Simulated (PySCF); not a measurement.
C₅H₁₀O, SMILES C(C)/C=C\OC, GFN2-xTB optimised geometry. Atoms within 1.6 Å of the plane z = 0.0 Å (x, y, z in Å): C1 (1.43, -0.95, 0.00), C2 (-0.10, -0.95, 0.00), C3 (-0.65, 0.45, 0.00), C4 (-1.45, 0.94, 0.93), H7 (1.81, -0.42, -0.87), H8 (1.81, -1.97, -0.01), H9 (1.80, -0.45, 0.89), H10 (-0.48, -1.47, 0.88), H11 (-0.46, -1.47, -0.89), H12 (-0.35, 1.09, -0.81), H13 (-1.81, 1.97, 0.89).

Level of theory: B3LYP/def2-TZVP in PySCF 2.14.0. Cells within 0.4 Å of a nucleus heavier than hydrogen are left out (blank, or x).

Map of the electrostatic potential (hartree/e), clipped to [-0.08, 0.12] on the plane z = 0.0 Å:

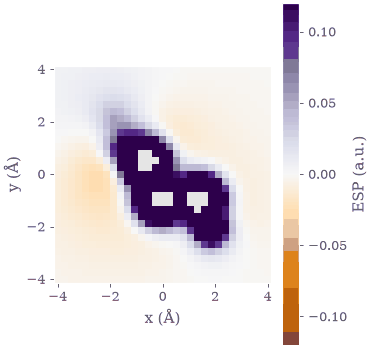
Fig. 1. Electrostatic potential (hartree/e), clipped to [-0.08, 0.12] on the plane z = 0.0 Å.
